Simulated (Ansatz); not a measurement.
```
CELL_PARAMETERS angstrom
6.09546 0.00000 0.00000
0.00000 6.09546 0.00000
0.00000 0.00000 6.09546
ATOMIC_POSITIONS crystal
Ge 0.00000 0.50000 0.50000
Ge 0.50000 0.00000 0.50000
Ge 0.50000 0.50000 0.00000
Ge 0.00000 0.00000 0.00000
Ge 0.50000 0.50000 0.50000
I 0.50000 0.00000 0.00000
I 0.00000 0.50000 0.00000
I 0.00000 0.00000 0.50000
```

Space group Pm-3m; a structure generated by program, which may or may not match a known phase; computed without spin polarisation.

Computed with DFT PBE, scalar-relativistic, plane waves, PAW (Ansatz).

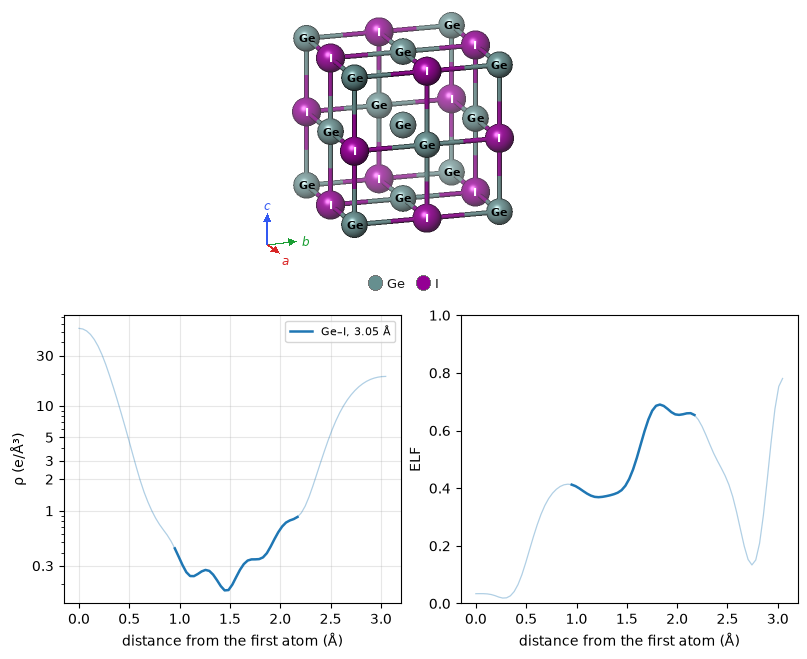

Ge₅I₃. Valence pseudo-density and ELF along straight lines between neighbouring atoms. Thin, pale parts lie inside the atomic spheres. The structure is drawn too.

The density is the valence pseudo-density of a PAW calculation; it isn't the true density close to the nuclei.

Question: What can be read from the curves?

Answer: Ge–I (3.05 Å): ρ at the midpoint is about 0.2 e/Å³; the ELF is about 0.45 at the midpoint.
